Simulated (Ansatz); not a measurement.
Input

```
crystal:
  periodic: [false, false, false]
  atoms:
    - { symbol: Cl, position_ang: [-1.6863, 0.7124, -0.6085] }
    - { symbol: Ge, position_ang: [0.1857, -0.2194, -0.4264] }
    - { symbol: Cl, position_ang: [0.1768, -1.4202, 1.3594] }
    - { symbol: H, position_ang: [1.3793, 0.8669, -0.3448] }
basis:
  gaussian:
    orbitals: def2-SVP
hamiltonian:
  xc: cam_b3lyp
magnetization:
  spin_polarized: true
  initial_magnetization: 1.0
output:
  orbitals: {}
  forces: true
```

Command:

```sh
python run_methods.py
```

Not at a stationary point (largest force 1.7 eV/Å).

All numbers below come from SCF cam_b3lyp, Gaussian basis (Ansatz).

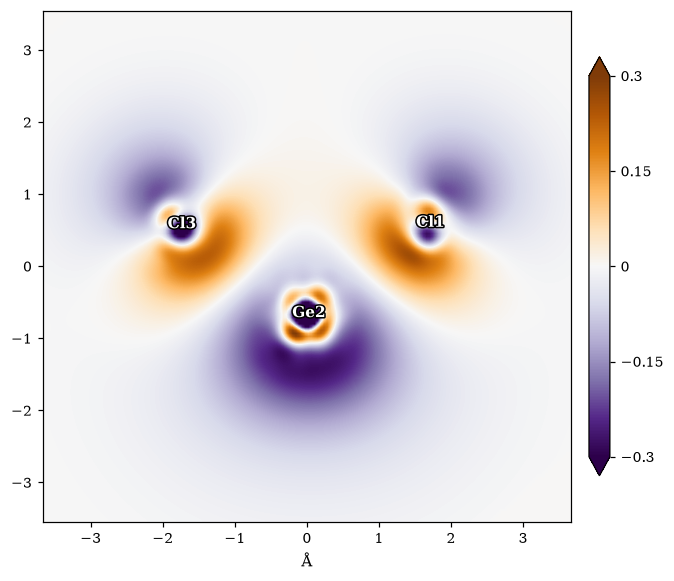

Cl$_{2}$GeH (doublet). The LUMO (β) on the plane of atoms Cl1, Ge2 and Cl3 (values in Å⁻³ᐟ²; the overall sign is arbitrary).

> Describe this orbital and give its energy.

Its weight (Hirshfeld) is mainly on Ge2 (about 65 %), Cl3 (about 10 %), Cl1 (about 10 %) and H4 (about 10 %). Its energy is −2.54 eV.
